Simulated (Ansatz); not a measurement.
# H₂F (doublet): correlated methods under varied settings at distance H1–H2 along a hydrogen transfer = 1.236 Å

What do other methods and options give for H₂F (doublet) at this geometry, and how long do they take?

Program: Ansatz 0.2.0, Gaussian basis. Level of theory: the settings change from run to run. These are calculated values, not measurements.

8 further runs of the same task are left out: 1 for a mislabelled method, 6 that didn't finish, 1 set aside as unsound or not needed.

**1. The geometry**

The geometry derives from fragments relaxed apart (PBE0/def2-TZVP) and kept rigid, so it is no stationary point. A hydrogen atom is moved between rigid fragments.

3 atoms, charge 0, spin multiplicity 2.

Atoms are counted from 1 here; the program's logs count them from 0.

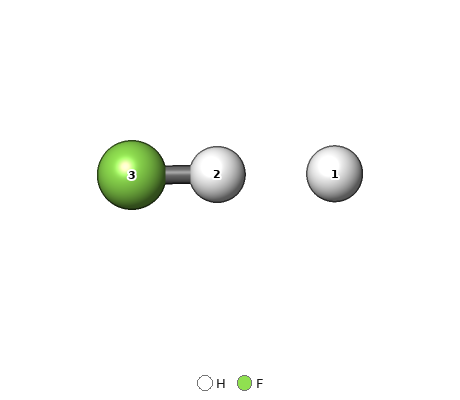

The structure; hydrogen white, fluorine green; atoms are numbered from 1 in the order of the file.

**2. NEVPT4(SD)(7,4)/6-31G**

in.yaml reads:

```yaml
crystal:
  periodic: [false, false, false]
  atoms:
    - {symbol: H, position_ang: [0.000000, 0.000000, -1.124000]}
    - {symbol: H, position_ang: [0.000000, 0.000000, 0.112000]}
    - {symbol: F, position_ang: [0.000000, 0.000000, 1.012000]}
basis:
  gaussian: {orbitals: 6-31G}
magnetization: {spin_polarized: false, initial_magnetization: 1}
correlation: {method: fic_nevpt4_sd, electrons: all, active_space: {window: {electrons: 7, orbitals: 4}, states: [{multiplicity: 2, weights: [0.5, 1]}]}}
scf: {lower_state_search: full}
```

Command:

```console
$ ansatz run in.yaml --threads 1 --pin off --events-out ev --progress --plain --max-ram 2393MiB
```

The log of the run:

```text
Functional definition: HF
  name "HF"
  cite "Fock, Z. Phys. 61, 126 (1930) doi:10.1007/BF01340294"
  parent pbe
  exchange = exact_x
  correlation = 0
212 factors; integrals over basis functions are off by at most 3.0e-8 eV
mean field evaluation 1: about -2732.3033 eV, gradient 2.3e1 eV
mean field evaluation 2: about -2732.3047 eV, gradient 2.3e1 eV
mean field evaluation 4: about -2733.7227 eV, gradient 1.7e0 eV
mean field evaluation 8: about -2733.7401 eV, gradient 6.1e-5 eV
mean field evaluation 16: about -2727.5996 eV, gradient 4.4e1 eV
mean field evaluation 32: about -2732.4697 eV, gradient 2.6e1 eV
mean field -2733.74014918 eV, -100.4630974866 hartree, gradient 1.0e-6 eV, S^2 0.750000; 3 other end points of the search recorded, 0 dependent functions left out
reference -2733.74014918 eV, -100.4630974866 hartree; 6, 5 occupied and 7, 8 virtual orbitals, 212 factors
state -2731.78001766 eV, -100.3910639819 hartree
state -2727.83167117 eV, -100.2459649248 hartree
state -2731.78001766 eV, -100.3910639819 hartree; corrected -2737.21949687 eV, -100.5909611559 hartree
state -2727.83167117 eV, -100.2459649248 hartree; corrected -2730.98229081 eV, -100.3617480612 hartree
WARN: 2 active orbitals are nearly empty or full. The corrections depend on them more than the energy does, and are more stable in an active space without them
Total energy: -2733.06135950 eV, -100.4381524261 hartree
```

Wall time 0.33 s (1 thread of Arm Neoverse V2, shared host).

From the report: 2 determinants; active occupations (of the averaged states) 2.00, 2.00, 1.67, 1.33. The report marks this result as in doubt.

**3. MRCISD+Q(1,2)/6-31G**

in.yaml reads:

```yaml
crystal:
  periodic: [false, false, false]
  atoms:
    - {symbol: H, position_ang: [0.000000, 0.000000, -1.124000]}
    - {symbol: H, position_ang: [0.000000, 0.000000, 0.112000]}
    - {symbol: F, position_ang: [0.000000, 0.000000, 1.012000]}
basis:
  gaussian: {orbitals: 6-31G}
magnetization: {spin_polarized: false, initial_magnetization: 1}
hamiltonian: {pseudopotentials: {relativity: none}}
correlation: {method: fic_mrcisd_q, electrons: valence, active_space: {window: {electrons: 1, orbitals: 2}}}
```

Launched as before.

The log of the run, cut to the lines that bear on the results:

```text
Functional definition: HF
  name "HF"
  cite "Fock, Z. Phys. 61, 126 (1930) doi:10.1007/BF01340294"
  parent pbe
[...]
139 factors; integrals over basis functions are off by at most 4.8e-4 eV
[...]
mean field -2733.74009428 eV, -100.4630954690 hartree, gradient 1.0e-6 eV, S^2 0.750000; 0 other end points of the search recorded, 0 dependent functions left out
reference -2733.74009428 eV, -100.4630954690 hartree; 6, 5 occupied and 7, 8 virtual orbitals, 139 factors
state -2733.74009428 eV, -100.4630954690 hartree
contracted CI cycle   1: correlation 0.00000000 eV, 0.0000000000 hartree, residual 2.05e1 eV
contracted CI cycle   2: correlation -3.35477088 eV, -0.1232855560 hartree, residual 2.63e0 eV
contracted CI cycle   3: correlation -3.44367006 eV, -0.1265525406 hartree, residual 6.30e-1 eV
contracted CI cycle   4: correlation -3.44902509 eV, -0.1267493341 hartree, residual 1.70e-1 eV
contracted CI cycle   5: correlation -3.44961109 eV, -0.1267708692 hartree, residual 6.13e-2 eV
contracted CI cycle   6: correlation -3.44967352 eV, -0.1267731634 hartree, residual 2.30e-2 eV
contracted CI cycle   7: correlation -3.44968077 eV, -0.1267734302 hartree, residual 4.74e-3 eV
contracted CI cycle   8: correlation -3.44968104 eV, -0.1267734400 hartree, residual 1.44e-3 eV
contracted CI cycle   9: correlation -3.44968106 eV, -0.1267734408 hartree, residual 2.95e-4 eV
state -2733.74009428 eV, -100.4630954690 hartree; corrected -2737.30125038 eV, -100.5939655420 hartree
WARN: 1 active orbitals are nearly empty or full. The corrections depend on them more than the energy does, and are more stable in an active space without them
Total energy: -2737.30125038 eV, -100.5939655420 hartree
```

Wall time 0.18 s (1 thread of Arm Neoverse V2, shared host).

From the report: 2 determinants; active occupations 1.00, 0.00. The report marks this result as in doubt.

**4. CCSD(T) on ROHF/6-31G**

Changes to in.yaml since step 3:

```diff
@@ -9,3 +9,2 @@
 magnetization: {spin_polarized: false, initial_magnetization: 1}
-hamiltonian: {pseudopotentials: {relativity: none}}
-correlation: {method: fic_mrcisd_q, electrons: valence, active_space: {window: {electrons: 1, orbitals: 2}}}
+correlation: {method: ccsd_t, electrons: all}
```

Launched as before.

The log of the run, cut to the lines that bear on the results:

```text
Functional definition: HF
  name "HF"
  cite "Fock, Z. Phys. 61, 126 (1930) doi:10.1007/BF01340294"
  parent pbe
[...]
139 factors; integrals over basis functions are off by at most 4.8e-4 eV
[...]
mean field -2733.74009428 eV, -100.4630954690 hartree, gradient 1.0e-6 eV, S^2 0.750000; 0 other end points of the search recorded, 0 dependent functions left out
reference -2733.74009428 eV, -100.4630954690 hartree; 6, 5 occupied and 7, 8 virtual orbitals, 139 factors
second order -3.50208358 eV of doubles, -0.01213037 eV of singles
cycle   1  -3.50094081 eV  change    1.4e-2 eV  update   3.2e-2
[...]
cycle   9  -3.59247900 eV  change   -3.7e-6 eV  update   3.8e-6
perturbative correction -0.01787592 eV, -0.0006569280 hartree
Total energy: -2737.35044920 eV, -100.5957735653 hartree
```

Wall time 0.21 s (1 thread of Arm Neoverse V2, shared host).

From the report: correlation -3.6104 eV; T1 0.010; largest double amplitude 0.05.

**5. BCCD(T) on UHF/6-31G**

Changes to in.yaml since step 4:

```diff
@@ -8,3 +8,5 @@
   gaussian: {orbitals: 6-31G}
-magnetization: {spin_polarized: false, initial_magnetization: 1}
-correlation: {method: ccsd_t, electrons: all}
+magnetization: {spin_polarized: true, initial_magnetization: 1}
+correlation: {method: bccd_t, electrons: outside_noble_gas}
+scf: {lower_state_search: full}
+output: {forces: true}
```

The command is unchanged.

The log of the run, cut to the lines that bear on the results:

```text
Functional definition: HF
  name "HF"
  cite "Fock, Z. Phys. 61, 126 (1930) doi:10.1007/BF01340294"
  parent pbe
[...]
139 factors; integrals over basis functions are off by at most 4.8e-4 eV
[...]
mean field -2733.76543721 eV, -100.4640268046 hartree, gradient 1.9e-6 eV, S^2 0.752876; 2 other end points of the search recorded, 0 dependent functions left out
1 core orbitals not correlated: weight in the atoms' cores, before any rotation towards them, 1.000 or more for the frozen orbitals, at most 0.000 for the correlated occupied ones
reference -2733.76543721 eV, -100.4640268046 hartree; 5, 4 occupied and 7, 8 virtual orbitals, 139 factors
second order -3.46176808 eV of doubles, -0.00000000 eV of singles
cycle   1  -3.45498379 eV  change    6.8e-3 eV  update   3.0e-2
[...]
cycle   9  -3.53849871 eV  change    5.1e-7 eV  update   3.7e-6
perturbative correction -0.02259938 eV, -0.0008305119 hartree
[...]
Total energy: -2737.32653530 eV, -100.5948947456 hartree
Atom 0 at     0.000000     0.000000    -1.124000 Å, force     0.000000     0.000000    -1.343276 eV/Å
Atom 1 at     0.000000     0.000000     0.112000 Å, force     0.000000     0.000000    -2.501559 eV/Å
Atom 2 at     0.000000     0.000000     1.012000 Å, force    -0.000000     0.000000     3.844836 eV/Å
Dipole moment:     0.000000     0.000000    -0.465758 e Å
```

Wall time 0.27 s (1 thread of Arm Neoverse V2, shared host).

From the report: ⟨S²⟩ of the determinant 0.753 (pure doublet: 0.75); correlation -3.5611 eV; largest double amplitude 0.05.

**6. MP2 on UHF/def2-SVPD**

Changes to in.yaml since step 5:

```diff
@@ -7,6 +7,5 @@
 basis:
-  gaussian: {orbitals: 6-31G}
+  gaussian: {orbitals: def2-SVPD}
 magnetization: {spin_polarized: true, initial_magnetization: 1}
-correlation: {method: bccd_t, electrons: outside_noble_gas}
-scf: {lower_state_search: full}
+correlation: {method: mp2, electrons: outside_noble_gas}
 output: {forces: true}
```

The command is unchanged.

The log of the run, cut to the lines that bear on the results:

```text
Functional definition: HF
  name "HF"
  cite "Fock, Z. Phys. 61, 126 (1930) doi:10.1007/BF01340294"
  parent pbe
[...]
379 factors; integrals over basis functions are off by at most 1.1e-3 eV
[...]
mean field -2732.83418683 eV, -100.4298039844 hartree, gradient 1.4e-6 eV, S^2 0.751838; 0 other end points of the search recorded, 0 dependent functions left out
1 core orbitals not correlated: weight in the atoms' cores, before any rotation towards them, 1.000 or more for the frozen orbitals, at most 0.000 for the correlated occupied ones
reference -2732.83418683 eV, -100.4298039844 hartree; 5, 4 occupied and 33, 34 virtual orbitals, 379 factors
second order -5.88159353 eV of doubles, -0.00000000 eV of singles
[...]
Total energy: -2738.71578036 eV, -100.6459485598 hartree
Atom 0 at     0.000000     0.000000    -1.124000 Å, force     0.000000    -0.000000    -1.187226 eV/Å
Atom 1 at     0.000000     0.000000     0.112000 Å, force     0.000000     0.000000    -1.443545 eV/Å
Atom 2 at     0.000000     0.000000     1.012000 Å, force    -0.000000     0.000000     2.630771 eV/Å
Dipole moment:     0.000000    -0.000000    -0.426340 e Å
```

Run time: 0.21 s. Hardware: 1 thread of Arm Neoverse V2, shared host.

From the report: ⟨S²⟩ of the determinant 0.752 (pure doublet: 0.75).

**7. BCCD on UHF/aug-cc-pVDZ**

Changes to in.yaml since step 6:

```diff
@@ -7,5 +7,4 @@
 basis:
-  gaussian: {orbitals: def2-SVPD}
+  gaussian: {orbitals: aug-cc-pVDZ}
 magnetization: {spin_polarized: true, initial_magnetization: 1}
-correlation: {method: mp2, electrons: outside_noble_gas}
-output: {forces: true}
+correlation: {method: bccd, electrons: valence, diis_vectors: 1}
```

The command is unchanged.

The log of the run, cut to the lines that bear on the results:

```text
Functional definition: HF
  name "HF"
  cite "Fock, Z. Phys. 61, 126 (1930) doi:10.1007/BF01340294"
  parent pbe
[...]
375 factors; integrals over basis functions are off by at most 1.0e-3 eV
[...]
mean field -2735.23457177 eV, -100.5180165039 hartree, gradient 1.6e-6 eV, S^2 0.751970; 0 other end points of the search recorded, 0 dependent functions left out
1 core orbitals not correlated: weight in the atoms' cores, before any rotation towards them, 1.000 or more for the frozen orbitals, at most 0.000 for the correlated occupied ones
reference -2735.23457177 eV, -100.5180165039 hartree; 5, 4 occupied and 35, 36 virtual orbitals, 375 factors
second order -6.13108164 eV of doubles, -0.00000000 eV of singles
cycle   1  -6.09663748 eV  change    3.4e-2 eV  update   5.5e-2
[...]
cycle  13  -6.23409760 eV  change    7.4e-6 eV  update   8.0e-6
Total energy: -2741.46866937 eV, -100.7471153652 hartree
```

Run time: 0.63 s. Hardware: 1 thread of Arm Neoverse V2, shared host.

From the report: ⟨S²⟩ of the determinant 0.752 (pure doublet: 0.75); correlation -6.2341 eV; largest double amplitude 0.02.

**8. BCCD(T)/6-31G**

in.yaml reads:

```yaml
crystal:
  periodic: [false, false, false]
  atoms:
    - {symbol: H, position_ang: [0.000000, 0.000000, -1.124000]}
    - {symbol: H, position_ang: [0.000000, 0.000000, 0.112000]}
    - {symbol: F, position_ang: [0.000000, 0.000000, 1.012000]}
basis:
  gaussian: {orbitals: 6-31G}
magnetization: {spin_polarized: false, initial_magnetization: 1}
hamiltonian: {xc: {name: r2SCAN}}
correlation: {method: bccd_t, electrons: valence, diis_vectors: 1}
accuracy: high
scf: {omitted_lower_state_checks: [cluster_reference]}
output: {forces: true}
```

The command is unchanged.

The log of the run, cut to the lines that bear on the results:

```text
Functional definition: r2SCAN
  name "r2SCAN"
  cite "Furness, Kaplan, Ning, Perdew & Sun, J. Phys. Chem. Lett. 11, 8208 (2020) doi:10.1021/acs.jpclett.0c02405"
  cite "Furness, Kaplan, Ning, Perdew & Sun, J. Phys. Chem. Lett. 11, 9248 (2020) doi:10.1021/acs.jpclett.0c03077"
  parent r2scan
[...]
217 factors; integrals over basis functions are off by at most 4.9e-9 eV
[...]
mean field -2744.26912729 eV, -100.8500302956 hartree, gradient 4.8e-8 eV, S^2 0.750000; 0 other end points of the search recorded, 0 dependent functions left out
1 core orbitals not correlated: weight in the atoms' cores, before any rotation towards them, 1.000 or more for the frozen orbitals, at most 0.000 for the correlated occupied ones
reference -2733.57067376 eV, -100.4568693799 hartree; 5, 4 occupied and 7, 8 virtual orbitals, 217 factors
second order -3.56499827 eV of doubles, -0.13052244 eV of singles
cycle   1  -3.63934077 eV  change    5.6e-2 eV  update   3.1e-2
[...]
cycle  28  -3.72282413 eV  change  -6.5e-10 eV  update  6.6e-10
perturbative correction -0.02261308 eV, -0.0008310152 hartree
[...]
Total energy: -2737.31611097 eV, -100.5945116586 hartree
Atom 0 at     0.000000     0.000000    -1.124000 Å, force    -0.000000    -0.000000    -1.343565 eV/Å
Atom 1 at     0.000000     0.000000     0.112000 Å, force    -0.000000    -0.000000    -2.501996 eV/Å
Atom 2 at     0.000000     0.000000     1.012000 Å, force     0.000000    -0.000000     3.845561 eV/Å
Dipole moment:    -0.000000     0.000000    -0.465754 e Å
Checks for a lower state left out: cluster_reference
```

Wall time 2.5 s (1 thread of Arm Neoverse V2, shared host).

From the report: correlation -3.7454 eV; largest double amplitude 0.05.

**9. MP2 on ROHF/def2-SVP**

in.yaml reads:

```yaml
crystal:
  periodic: [false, false, false]
  atoms:
    - {symbol: H, position_ang: [0.000000, 0.000000, -1.124000]}
    - {symbol: H, position_ang: [0.000000, 0.000000, 0.112000]}
    - {symbol: F, position_ang: [0.000000, 0.000000, 1.012000]}
basis:
  gaussian: {orbitals: def2-SVP}
magnetization: {spin_polarized: false, initial_magnetization: 1}
correlation: {method: mp2, electrons: outside_noble_gas}
scf: {lower_state_search: off}
```

Same command.

The log of the run, cut to the lines that bear on the results:

```text
Functional definition: HF
  name "HF"
  cite "Fock, Z. Phys. 61, 126 (1930) doi:10.1007/BF01340294"
  parent pbe
[...]
230 factors; integrals over basis functions are off by at most 1.5e-3 eV
[...]
mean field -2732.44569992 eV, -100.4155273539 hartree, gradient 8.5e-7 eV, S^2 0.750000; 0 other end points of the search recorded, 0 dependent functions left out
1 core orbitals not correlated: weight in the atoms' cores, before any rotation towards them, 1.000 or more for the frozen orbitals, at most 0.000 for the correlated occupied ones
reference -2732.44569992 eV, -100.4155273539 hartree; 5, 4 occupied and 18, 19 virtual orbitals, 230 factors
second order -5.49519677 eV of doubles, -0.01093296 eV of singles
Total energy: -2737.95182965 eV, -100.6178738892 hartree
Checks for a lower state left out: stability, starts, cluster_reference, orbital_swaps, neighbouring_geometries, increment
```

Run time: 0.06 s. Hardware: 1 thread of Arm Neoverse V2, shared host.

**10. The runs in one table**

Where basis and cores are those of an earlier FCI/6-31G run (-2737.3375 eV), and the state is the same kind, the miss against it is given. † marks a result that the program doubts.

```csv
level,correlated,functions,energy (eV),from FCI (meV),time
"NEVPT4(SD)(7,4)/6-31G (mean of several states) †",all,13,-2733.0614,,0.33 s
"MRCISD+Q(1,2)/6-31G †",valence,13,-2737.3013,,0.18 s
CCSD(T) on ROHF/6-31G,all,13,-2737.3504,,0.21 s
BCCD(T) on UHF/6-31G,outside noble gas,13,-2737.3265,11.0,0.27 s
MP2 on UHF/def2-SVPD,outside noble gas,39,-2738.7158,,0.21 s
BCCD on UHF/aug-cc-pVDZ,valence,41,-2741.4687,,0.63 s
BCCD(T)/6-31G (on r2SCAN orbitals),valence,13,-2737.3161,21.4,2.5 s
MP2 on ROHF/def2-SVP,outside noble gas,24,-2737.9518,,0.06 s
```

**11. What came out**

| quantity | value |
| --- | --- |
| runs | 8 |
| quickest | MP2 on ROHF/def2-SVP, 0.06 s |
| slowest | BCCD(T)/6-31G (on r2SCAN orbitals), 2.5 s |

**Reading.** Total energies in different bases, with other cores or another treatment of relativity can't be set against each other. BCCD(T)/6-31G (on r2SCAN orbitals) took 42 times as long as MP2 on ROHF/def2-SVP; the jobs differ in more than the method. Among the correlated runs with a miss given, it spans +11 to +21 meV. Cores frozen from Kohn-Sham orbitals shift the total energy.
